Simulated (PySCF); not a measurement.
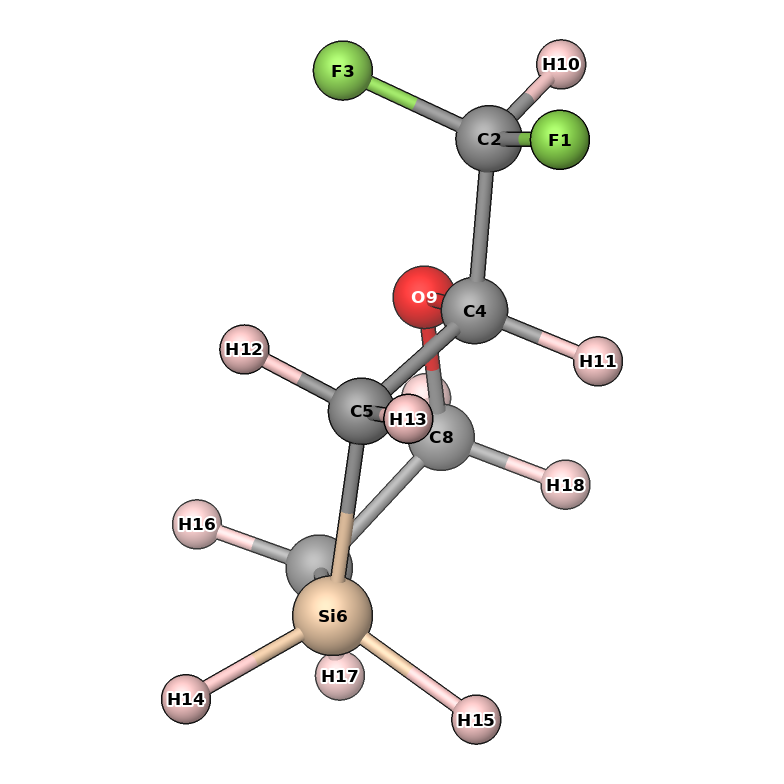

O9 lies behind C4. The molecule seen a little off the C4–O9 bond, C4 in front. Atoms fade into the background with distance from the viewer. The geometry was computed by an optimisation with PBE0-D3(BJ)/def2-SVP. No frequency run is at hand to confirm it as a minimum.

What is the torsion angle C2–C4–O9–C8? The sign is positive where the front bond must turn clockwise to cover the back bond.

Answer. 165°, antiperiplanar (anti).
